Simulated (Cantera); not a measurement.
Charge: 1 mol CH₃Cl, a varied amount of F₂, held at 998.15 K and 830 Pa.

Cantera equilibrium calculation (NASA polynomials, part measured and part estimated; ideal gas, pure solids and liquids). Candidate condensed phases: C, C₆H₆, C₇H₈, C₈H₁₈; 118 gas species. Gases not in the tables: C₂F₆ and larger saturated fluorocarbons. Rates play no part.

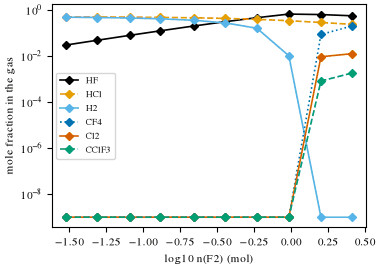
Equilibrium gas composition (values under 1e-9 drawn at 1e-9)

From 0.03 mol F₂ to 2.6 mol F₂ the condensed part is C(graphite). The main C-bearing gas is CH₄ at 0.03 mol F₂ and CF₄ at 2.6 mol F₂.
